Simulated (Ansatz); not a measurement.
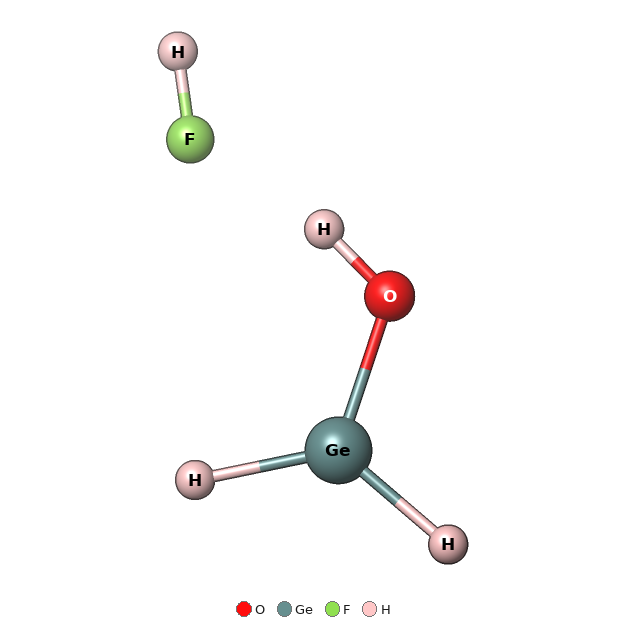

All atoms lie in one plane, which faces the viewer. The species has charge +1 and is a spin singlet. The computed structure is the end point of a PBE0-D4/def2-TZVP optimisation. No frequency run is at hand to confirm it as a minimum.

### Which symmetry elements does this geometry have?

It has 1 mirror plane, so the point group is Cs. The group has 2 operations. The geometry is achiral, and symmetry allows a dipole moment.
